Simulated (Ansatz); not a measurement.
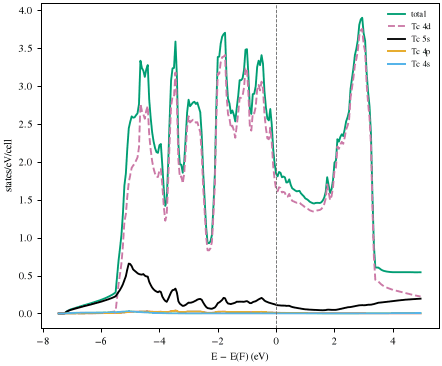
Fig. 1. Total and projected density of states of Tc (hcp (Mg type), P6_3/mmc), the program Ansatz at the PBE level (PAW)

Q: Which orbitals carry the states next to the Fermi level?

A: Within 0.5 eV of the Fermi level: Tc 4d 90 %, Tc 5s 6 %. Projections are on Löwdin-orthogonalised atomic valence shells; empty p or d shells of many metals are not among them.

Q: Where is the tallest occupied peak in this window, and what makes it?

A: Near -1.8 eV, about 3.7 states/eV per cell; the largest projected share is Tc 4d.

The cell was relaxed with PBE under the symmetry of its start. The run is not spin-polarised. Scalar-relativistic: spin–orbit coupling is off unless named, which matters more the heavier the elements.

Potentials: the later of the program's two PAW sets.
